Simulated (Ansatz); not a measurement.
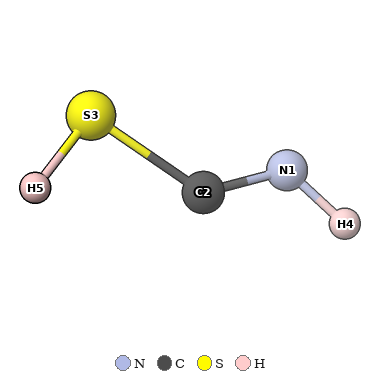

The system is CH₂NS, SMILES N=[C]S, spin multiplicity 2; the picture shows the grid point nearest to the relaxed geometry. Two internal coordinates are moved rigidly from the geometry relaxed at PBE0-D4/def2-TZVP, all others fixed. The first coordinate is: bond C2–S3; the second: angle N1–C2–S3. The grid has 7 × 7 points. Points are written as (first, second). Energies: kJ/mol, counted from the lowest grid point. Level of theory: UKS r2SCAN-D4/def2-TZVPP in Ansatz 0.2.0.

Its coordinates:

```xyz
5

N    -0.5787   -1.1325    0.3171
C    -0.1511   -0.0765   -0.1455
S     1.0625    1.0101    0.5314
H    -1.2851   -1.6479   -0.1989
H     1.0028    1.8930   -0.4771
```

Range: bond C2–S3 from 1.554 to 2.072 Å; angle N1–C2–S3 from 110.6 to 146.6°.

**What will the energy surface look like?**

The lowest grid point is at (1.764 Å, 128.6°). No other kind of well shows on this grid. The highest grid point, (1.554 Å, 110.6°), lies 92 kJ/mol above the lowest. Round the minimum the valley is somewhat tilted: raising bond C2–S3 shifts the best value of angle N1–C2–S3 downwards (coupling k₁₂/√(k₁₁k₂₂) about 0.3).

| angle N1–C2–S3 ↓, bond C2–S3 → | 1.554 | 1.605 | 1.678 | 1.764 | 1.860 | 1.963 | 2.072 |
| --- | --- | --- | --- | --- | --- | --- | --- |
| 146.6 | 45 | 27 | 17 | 23 | 41 | 65 | 89 |
| 140.6 | 41 | 21 | 9 | 12 | 27 | 50 | 74 |
| 134.6 | 41 | 18 | 3 | 4 | 17 | 38 | 63 |
| 128.6 | 44 | 20 | 2 | 0 | 11 | 31 | 55 |
| 122.6 | 53 | 26 | 7 | 2 | 11 | 29 | 52 |
| 116.6 | 69 | 40 | 17 | 9 | 16 | 32 | 54 |
| 110.6 | 92 | 61 | 35 | 24 | 28 | 41 | 61 |

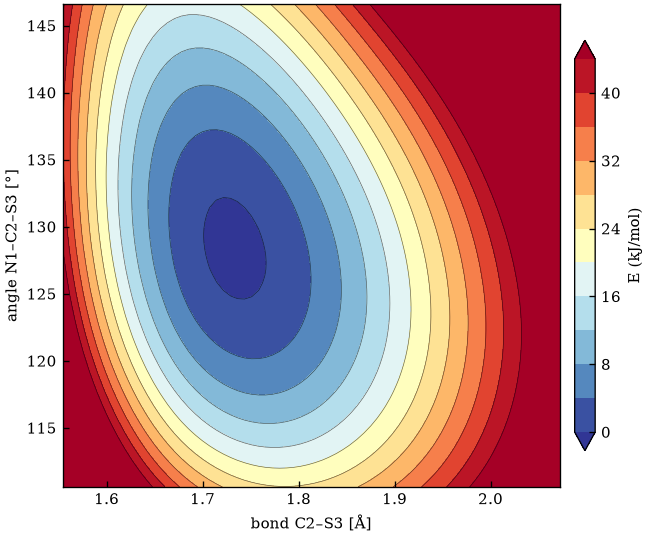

The picture shows filled contours, one colour for all values above the top of the scale. Between grid points the surface is interpolated.
